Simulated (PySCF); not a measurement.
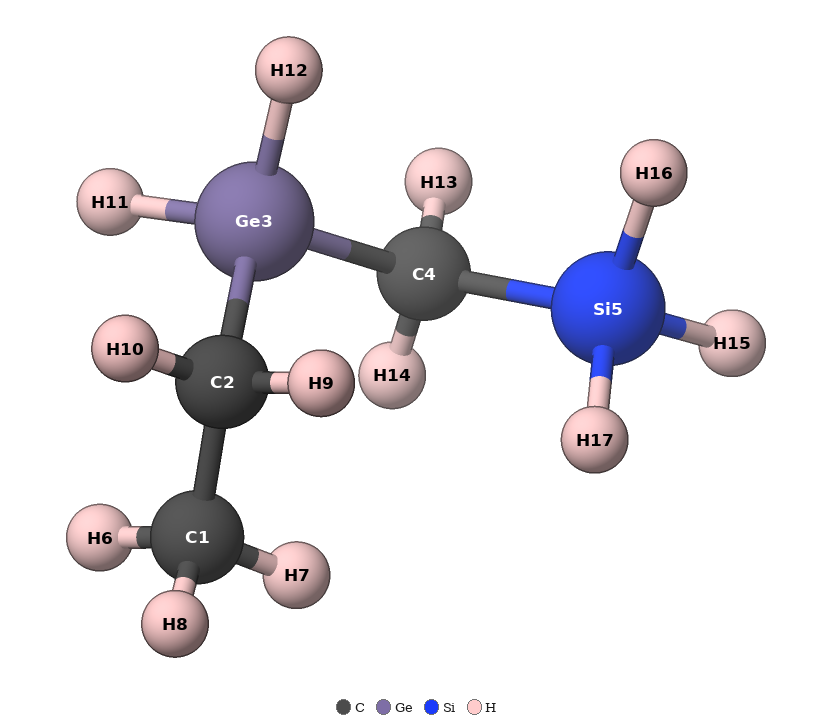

Computed geometry: PBE0-D3(BJ)/def2-SVP optimisation. No frequency run is at hand to confirm it as a minimum. Level of theory: delta-SCF UKS SCAN, pcX-2 on the ionised atom, pcseg-1 elsewhere, spin-free X2C (PySCF 2.14.0).

Give the core-electron binding energies (to vacuum; p and d levels without spin–orbit splitting) of C1 1s, C2 1s, C4 1s, Si5 1s, Si5 2p.

```tsv
atom	level	binding energy (eV)
C1	1s	290.6
C2	1s	290.1
C4	1s	289.8
Si5	1s	1846.3
Si5	2p	106.7
```
